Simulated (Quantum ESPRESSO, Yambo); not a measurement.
# SiC (Moissanite): G0W0 with Yambo, start to end, part 2 of 3

How does a plane-wave GW calculation on SiC (Moissanite) run from the first input to the gap?

Quantum ESPRESSO 7.5 and Yambo 5.3.0; PBE and many-body steps on it, plane waves. Known limits of the many-body steps: not at the basis limit; coarse k mesh.

So far. Step 2 (Ground state): The gap is indirect, with the least direct gap 1.11 eV higher.

### Step 3. Bands along the symmetry lines

Level of this step: DFT, PBE, plane waves, norm-conserving pseudopotentials (Quantum ESPRESSO).

Levels along a band path, at the cheap level, show where the edges lie and whether the meshes to come will hold them.

File pw.in:

```
&control
  calculation = 'bands'
  prefix = 'x'
  outdir = 'o'
  pseudo_dir = 'pseudo'
/
&system
  ibrav = 0
  nat = 12
  ntyp = 2
  ecutwfc = 74.0
  nbnd = 30
  force_symmorphic = .true.
/
&electrons
  conv_thr = 1e-9
  electron_maxstep = 80
  diago_full_acc = .true.
  diago_thr_init = 5e-6
/
ATOMIC_SPECIES
  Si 28.085 Si.upf
  C 12.011 C.upf
CELL_PARAMETERS angstrom
  3.0810000000 -0.0000000000 0.0000000000
  -1.5405000000 2.6682242691 0.0000000000
  0.0000000000 0.0000000000 15.1248000000
ATOMIC_POSITIONS crystal
  Si 0.0000000000 0.0000000000 0.0000000000
  Si 0.0000000000 0.0000000000 0.5000000000
  Si 0.3333333333 0.6666666667 0.1664000000
  Si 0.6666666667 0.3333333333 0.6664000000
  Si 0.6666666667 0.3333333333 0.3329000000
  Si 0.3333333333 0.6666666667 0.8329000000
  C 0.3333333333 0.6666666667 0.0412000000
  C 0.6666666667 0.3333333333 0.5412000000
  C 0.6666666667 0.3333333333 0.2080000000
  C 0.3333333333 0.6666666667 0.7080000000
  C 0.0000000000 0.0000000000 0.3746000000
  C 0.0000000000 0.0000000000 0.8746000000
K_POINTS crystal
  75
  0.00000000 0.00000000 0.00000000 1
  0.06250000 0.00000000 0.00000000 1
  0.12500000 0.00000000 0.00000000 1
  0.18750000 0.00000000 0.00000000 1
  0.25000000 0.00000000 0.00000000 1
  0.31250000 0.00000000 0.00000000 1
  0.37500000 0.00000000 0.00000000 1
  0.43750000 0.00000000 0.00000000 1
  0.50000000 0.00000000 0.00000000 1
  0.47916667 0.04166667 0.00000000 1
  0.45833333 0.08333333 0.00000000 1
  0.43750000 0.12500000 0.00000000 1
  0.41666666 0.16666666 0.00000000 1
  0.39583333 0.20833333 0.00000000 1
  0.37500000 0.25000000 0.00000000 1
  0.35416666 0.29166666 0.00000000 1
  0.33333333 0.33333333 0.00000000 1
  0.29166666 0.29166666 0.00000000 1
  0.25000000 0.25000000 0.00000000 1
  0.20833333 0.20833333 0.00000000 1
  0.16666666 0.16666666 0.00000000 1
  0.12500000 0.12500000 0.00000000 1
  0.08333333 0.08333333 0.00000000 1
  0.04166667 0.04166667 0.00000000 1
  0.00000000 0.00000000 0.00000000 1
  0.00000000 0.00000000 0.06250000 1
  0.00000000 0.00000000 0.12500000 1
  0.00000000 0.00000000 0.18750000 1
  0.00000000 0.00000000 0.25000000 1
  0.00000000 0.00000000 0.31250000 1
  0.00000000 0.00000000 0.37500000 1
  0.00000000 0.00000000 0.43750000 1
  0.00000000 0.00000000 0.50000000 1
  0.06250000 0.00000000 0.50000000 1
  0.12500000 0.00000000 0.50000000 1
  0.18750000 0.00000000 0.50000000 1
  0.25000000 0.00000000 0.50000000 1
  0.31250000 0.00000000 0.50000000 1
  0.37500000 0.00000000 0.50000000 1
  0.43750000 0.00000000 0.50000000 1
  0.50000000 0.00000000 0.50000000 1
  0.47916667 0.04166667 0.50000000 1
  0.45833333 0.08333333 0.50000000 1
  0.43750000 0.12500000 0.50000000 1
  0.41666666 0.16666666 0.50000000 1
  0.39583333 0.20833333 0.50000000 1
  0.37500000 0.25000000 0.50000000 1
  0.35416666 0.29166666 0.50000000 1
  0.33333333 0.33333333 0.50000000 1
  0.29166666 0.29166666 0.50000000 1
  0.25000000 0.25000000 0.50000000 1
  0.20833333 0.20833333 0.50000000 1
  0.16666666 0.16666666 0.50000000 1
  0.12500000 0.12500000 0.50000000 1
  0.08333333 0.08333333 0.50000000 1
  0.04166667 0.04166667 0.50000000 1
  0.00000000 0.00000000 0.50000000 1
  0.50000000 0.00000000 0.50000000 1
  0.50000000 0.00000000 0.43750000 1
  0.50000000 0.00000000 0.37500000 1
  0.50000000 0.00000000 0.31250000 1
  0.50000000 0.00000000 0.25000000 1
  0.50000000 0.00000000 0.18750000 1
  0.50000000 0.00000000 0.12500000 1
  0.50000000 0.00000000 0.06250000 1
  0.50000000 0.00000000 0.00000000 1
  0.33333333 0.33333333 0.50000000 1
  0.33333333 0.33333333 0.43750000 1
  0.33333333 0.33333333 0.37500000 1
  0.33333333 0.33333333 0.31250000 1
  0.33333333 0.33333333 0.25000000 1
  0.33333333 0.33333333 0.18750000 1
  0.33333333 0.33333333 0.12500000 1
  0.33333333 0.33333333 0.06250000 1
  0.33333333 0.33333333 0.00000000 1
```

Command:

```sh
$ OMP_NUM_THREADS=1 mpirun -n 4 pw.x -nk 4 -in pw.in > pw.out
```

Log:

```text
[banner, memory and clock lines left out]
Program PWSCF v.7.5 starts

     Atomic positions and unit cell read from directory:
     o/x.save/

     Message from routine setup:
     using ibrav=0 with symmetry is DISCOURAGED, use correct ibrav instead

     G-vector sticks info

     bravais-lattice index     =            0
     lattice parameter (alat)  =       5.8222  a.u.
     unit-cell volume          =     839.0740 (a.u.)^3
     number of atoms/cell      =           12
     number of atomic types    =            2
     number of electrons       =        48.00
     number of Kohn-Sham states=           30
     kinetic-energy cutoff     =      74.0000  Ry
     charge density cutoff     =     296.0000  Ry
     Exchange-correlation= PBE
                           (   1   4   3   4   0   0   0)

     celldm(1)=   5.822246  celldm(2)=   0.000000  celldm(3)=   0.000000
     celldm(4)=   0.000000  celldm(5)=   0.000000  celldm(6)=   0.000000

     crystal axes: (cart. coord. in units of alat)
               a(1) = (   1.000000  -0.000000   0.000000 )
               a(2) = (  -0.500000   0.866025   0.000000 )
               a(3) = (   0.000000   0.000000   4.909056 )

     reciprocal axes: (cart. coord. in units 2 pi/alat)
               b(1) = (  1.000000  0.577350 -0.000000 )
               b(2) = (  0.000000  1.154701 -0.000000 )
               b(3) = ( -0.000000 -0.000000  0.203705 )
     Pseudo is Norm-conserving + core correction, Zval =  4.0
     Generated using ONCVPSP code by D. R. Hamann
     Using radial grid of 1510 points,  6 beta functions with:
     Pseudo is Norm-conserving + core correction, Zval =  4.0
     Generated using ONCVPSP code by D. R. Hamann
     Using radial grid of 1248 points,  4 beta functions with:
     Si                4.00    28.08500     Si( 1.00)
     C                 4.00    12.01100     C ( 1.00)

      6 Sym. Ops. (no inversion) found

   Cartesian axes

     site n.     atom                  positions (alat units)
         1        Si     tau(   1) = (   0.0000000   0.0000000   0.0000000  )
         2        Si     tau(   2) = (   0.0000000   0.0000000   2.4545278  )
         3        Si     tau(   3) = (  -0.0000000   0.5773503   0.8168668  )
         4        Si     tau(   4) = (   0.5000000   0.2886751   3.2713946  )
         5        Si     tau(   5) = (   0.5000000   0.2886751   1.6342246  )
         6        Si     tau(   6) = (  -0.0000000   0.5773503   4.0887523  )
         7        C      tau(   7) = (  -0.0000000   0.5773503   0.2022531  )
         8        C      tau(   8) = (   0.5000000   0.2886751   2.6567808  )
         9        C      tau(   9) = (   0.5000000   0.2886751   1.0210835  )
        10        C      tau(  10) = (  -0.0000000   0.5773503   3.4756113  )
        11        C      tau(  11) = (   0.0000000   0.0000000   1.8389322  )
        12        C      tau(  12) = (   0.0000000   0.0000000   4.2934599  )

     number of k points=    75
                       cart. coord. in units 2pi/alat
        k(    1) = (   0.0000000   0.0000000   0.0000000), wk =   0.0266667
        k(    2) = (   0.0625000   0.0360844   0.0000000), wk =   0.0266667
        k(    3) = (   0.1250000   0.0721688   0.0000000), wk =   0.0266667
[...]
[... 63 further rows ...]
        k(   74) = (   0.3333333   0.5773503   0.0127316), wk =   0.0266667
        k(   75) = (   0.3333333   0.5773503   0.0000000), wk =   0.0266667

     Dense  grid:    72085 G-vectors     FFT dimensions: (  32,  32, 160)

     The potential is recalculated from file :
     o/x.save/charge-density

     Starting wfcs are   48 randomized atomic wfcs

     Band Structure Calculation

     End of band structure calculation

          k = 0.0000 0.0000 0.0000 (  8941 PWs)   bands (ev):

    -5.9269  -5.4210  -5.3560  -3.8965  -3.8338  -2.3695   0.9408   3.2765
     3.3221   7.0856   7.1327   8.3758   8.3758   8.5558   8.5558   8.6806
     8.6806   9.1281   9.1281   9.2402   9.2402   9.4926   9.5283   9.5283
    14.6927  14.8641  15.2659  15.7771  15.8044  16.1863

          k = 0.0625 0.0361 0.0000 (  8945 PWs)   bands (ev):

[...]
14.9213  15.0966  15.4205  15.9077  15.9433  16.1881

          k = 0.1250 0.0722 0.0000 (  8956 PWs)   bands (ev):

[...]
14.7681  15.1013  15.1653  15.7857  16.0298  16.1932

[...]
k = 0.3333 0.5774 0.0127 (  9087 PWs)   bands (ev):

[...]
13.0279  13.0279  13.2846  14.5549  15.6784  15.6786

          k = 0.3333 0.5774 0.0000 (  9084 PWs)   bands (ev):

[...]
2.0716   2.3951   2.7614   2.7614   3.5158   3.5158   3.8560   4.7479
     4.9706   4.9706   6.1597   6.1597   6.3880   7.3203   7.4504   7.4504
    13.0216  13.0216  13.2744  14.5720  15.7371  15.7372

     XML data file, pseudopotentials, collected wavefunctions
```

Wall time 34 s (4 MPI ranks of Arm Neoverse V2, shared host); peak memory 0.39 GiB; 2.2 min of CPU time.

This step gave:

```yaml
gap: 2.012 eV
k_of_the_valence_top: 0, 0, 0
k_of_the_conduction_bottom: 0.5, 0, 0.1875
least_direct_gap: 3.123 eV
```

The gap is 2.012 eV, −0.005 eV from the run before at this level.

The electronic bands at the labelled points (eV, zero at the top of the highest filled band):

```csv
point,band 21,band 22,band 23,band 24,band 25,band 26,band 27,band 28
Γ,-0.29,-0.04,0.00,0.00,5.16,5.34,5.74,6.25
M,-1.84,-1.76,-1.66,-1.11,2.02,2.21,3.23,3.89
K,-3.14,-2.21,-2.08,-2.08,3.49,3.49,3.75,5.04
Γ,-0.29,-0.04,0.00,0.00,5.16,5.34,5.74,6.25
A,-0.09,-0.09,-0.09,-0.09,5.23,5.23,5.97,5.97
L,-1.72,-1.72,-1.31,-1.31,2.06,2.06,3.45,3.45
H,-2.63,-2.63,-2.27,-2.27,3.68,3.68,4.32,4.32
A,-0.09,-0.09,-0.09,-0.09,5.23,5.23,5.97,5.97
jump to L,-1.72,-1.72,-1.31,-1.31,2.06,2.06,3.45,3.45
M,-1.84,-1.76,-1.66,-1.11,2.02,2.21,3.23,3.89
jump to H,-2.63,-2.63,-2.27,-2.27,3.68,3.68,4.32,4.32
K,-3.14,-2.21,-2.08,-2.08,3.49,3.49,3.75,5.04
```

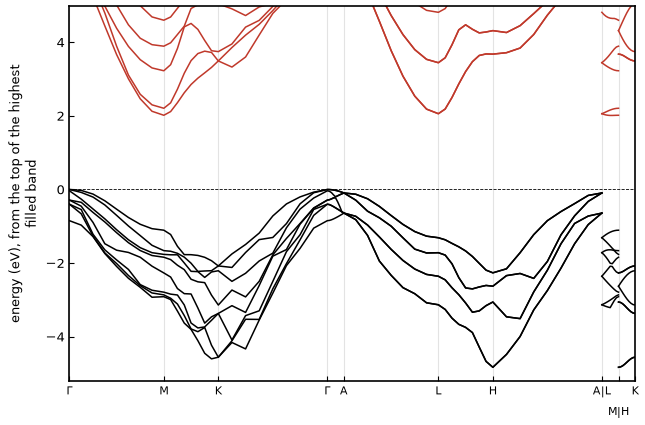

Electronic bands along the path; lines of filled and empty bands in two colours.

### Step 4. Empty states on the mesh, 6×6×1 mesh, 306 bands

The sums over transitions need many empty states on a uniform mesh; this step solves for them.

File pw.in:

```
&control
  calculation = 'nscf'
  prefix = 'x'
  outdir = 'o'
  pseudo_dir = 'pseudo'
/
&system
  ibrav = 0
  nat = 12
  ntyp = 2
  ecutwfc = 74.0
  nbnd = 306
  force_symmorphic = .true.
/
&electrons
  conv_thr = 1e-9
  electron_maxstep = 80
  diago_full_acc = .true.
  diago_thr_init = 5e-6
/
ATOMIC_SPECIES
  Si 28.085 Si.upf
  C 12.011 C.upf
CELL_PARAMETERS angstrom
  3.0810000000 -0.0000000000 0.0000000000
  -1.5405000000 2.6682242691 0.0000000000
  0.0000000000 0.0000000000 15.1248000000
ATOMIC_POSITIONS crystal
  Si 0.0000000000 0.0000000000 0.0000000000
  Si 0.0000000000 0.0000000000 0.5000000000
  Si 0.3333333333 0.6666666667 0.1664000000
  Si 0.6666666667 0.3333333333 0.6664000000
  Si 0.6666666667 0.3333333333 0.3329000000
  Si 0.3333333333 0.6666666667 0.8329000000
  C 0.3333333333 0.6666666667 0.0412000000
  C 0.6666666667 0.3333333333 0.5412000000
  C 0.6666666667 0.3333333333 0.2080000000
  C 0.3333333333 0.6666666667 0.7080000000
  C 0.0000000000 0.0000000000 0.3746000000
  C 0.0000000000 0.0000000000 0.8746000000
K_POINTS automatic
  6 6 1 0 0 0
```

Log:

```text
[banner, memory and clock lines left out]
Program PWSCF v.7.5 starts

     Atomic positions and unit cell read from directory:
     o/x.save/

     Message from routine setup:
     using ibrav=0 with symmetry is DISCOURAGED, use correct ibrav instead

     G-vector sticks info

     bravais-lattice index     =            0
     lattice parameter (alat)  =       5.8222  a.u.
     unit-cell volume          =     839.0740 (a.u.)^3
     number of atoms/cell      =           12
     number of atomic types    =            2
     number of electrons       =        48.00
     number of Kohn-Sham states=          306
     kinetic-energy cutoff     =      74.0000  Ry
     charge density cutoff     =     296.0000  Ry
     Exchange-correlation= PBE
                           (   1   4   3   4   0   0   0)

     celldm(1)=   5.822246  celldm(2)=   0.000000  celldm(3)=   0.000000
     celldm(4)=   0.000000  celldm(5)=   0.000000  celldm(6)=   0.000000

     crystal axes: (cart. coord. in units of alat)
               a(1) = (   1.000000  -0.000000   0.000000 )
               a(2) = (  -0.500000   0.866025   0.000000 )
               a(3) = (   0.000000   0.000000   4.909056 )

     reciprocal axes: (cart. coord. in units 2 pi/alat)
               b(1) = (  1.000000  0.577350 -0.000000 )
               b(2) = (  0.000000  1.154701 -0.000000 )
               b(3) = ( -0.000000 -0.000000  0.203705 )
     Pseudo is Norm-conserving + core correction, Zval =  4.0
     Generated using ONCVPSP code by D. R. Hamann
     Using radial grid of 1510 points,  6 beta functions with:
     Pseudo is Norm-conserving + core correction, Zval =  4.0
     Generated using ONCVPSP code by D. R. Hamann
     Using radial grid of 1248 points,  4 beta functions with:
     Si                4.00    28.08500     Si( 1.00)
     C                 4.00    12.01100     C ( 1.00)

      6 Sym. Ops. (no inversion) found

   Cartesian axes

     site n.     atom                  positions (alat units)
         1        Si     tau(   1) = (   0.0000000   0.0000000   0.0000000  )
         2        Si     tau(   2) = (   0.0000000   0.0000000   2.4545278  )
         3        Si     tau(   3) = (  -0.0000000   0.5773503   0.8168668  )
         4        Si     tau(   4) = (   0.5000000   0.2886751   3.2713946  )
         5        Si     tau(   5) = (   0.5000000   0.2886751   1.6342246  )
         6        Si     tau(   6) = (  -0.0000000   0.5773503   4.0887523  )
         7        C      tau(   7) = (  -0.0000000   0.5773503   0.2022531  )
         8        C      tau(   8) = (   0.5000000   0.2886751   2.6567808  )
         9        C      tau(   9) = (   0.5000000   0.2886751   1.0210835  )
        10        C      tau(  10) = (  -0.0000000   0.5773503   3.4756113  )
        11        C      tau(  11) = (   0.0000000   0.0000000   1.8389322  )
        12        C      tau(  12) = (   0.0000000   0.0000000   4.2934599  )

     number of k points=     7
                       cart. coord. in units 2pi/alat
        k(    1) = (   0.0000000   0.0000000   0.0000000), wk =   0.0555556
        k(    2) = (   0.0000000   0.1924501   0.0000000), wk =   0.3333333
        k(    3) = (   0.0000000   0.3849002   0.0000000), wk =   0.3333333
        k(    4) = (   0.0000000  -0.5773503   0.0000000), wk =   0.1666667
        k(    5) = (   0.1666667   0.2886751   0.0000000), wk =   0.3333333
        k(    6) = (   0.1666667   0.4811252   0.0000000), wk =   0.6666667
        k(    7) = (   0.3333333   0.5773503   0.0000000), wk =   0.1111111

     Dense  grid:    72085 G-vectors     FFT dimensions: (  32,  32, 160)

     The potential is recalculated from file :
     o/x.save/charge-density

     Starting wfcs are   48 randomized atomic wfcs +  258 random wfcs

     Band Structure Calculation

     End of band structure calculation

          k = 0.0000 0.0000 0.0000 (  8941 PWs)   bands (ev):

    -5.9269  -5.4210  -5.3560  -3.8965  -3.8338  -2.3695   0.9408   3.2765
     3.3221   7.0856   7.1327   8.3758   8.3758   8.5558   8.5558   8.6806
     8.6806   9.1281   9.1281   9.2402   9.2402   9.4926   9.5283   9.5283
[...]
[... 27 further rows ...]
[...]
92.6265  93.1570

          k = 0.0000 0.1925 0.0000 (  8976 PWs)   bands (ev):

[...]
[... 27 further rows ...]
[...]
93.9456  94.7235

          k = 0.0000 0.3849 0.0000 (  9014 PWs)   bands (ev):

[...]
32.1785  32.2578  32.9326  33.1263  33.3376  33.5735  33.6644  33.9672
     [... 27 further rows ...]
    94.8656  95.3375  95.6230  95.9958  96.2306  96.4734  96.6110  96.8808
    96.9445  97.1717

          k = 0.0000-0.5774 0.0000 (  9034 PWs)   bands (ev):

     [... further k-points ...]

     highest occupied, lowest unoccupied level (ev):     9.5283   11.5451

     XML data file, pseudopotentials, collected wavefunctions
```

Wall time 62 s (4 MPI ranks); peak memory 1.2 GiB.

Numbers from this step:

```yaml
gap: 2.017 eV
k_of_the_valence_top: 0, 0, 0
k_of_the_conduction_bottom: 0, -0.5, 0
least_direct_gap: 3.123 eV
k_points_computed: 7
lowest_point_of_the_top_converged_band_above_the_valence_top: 83.6287 eV
```

On this mesh the gap is 2.017 eV.

(Continued in part 3 of 3.)

[Paths, hosts, dates, memory and timing lines, banners, echoed tables and standing remarks are left out of the program output.]

[Logs are printed without paths, hosts, clocks, repeated set-up lines and the standing remarks that a program may print on its own settings, such as how far it seeks lower states.]

[Runs of the session that timed out or met a known fault of the program may be left out.]

[Hosts, paths, dates, database ids (printed as entryN), source tags and the programs' standing remarks are cut or masked in the printed files.]
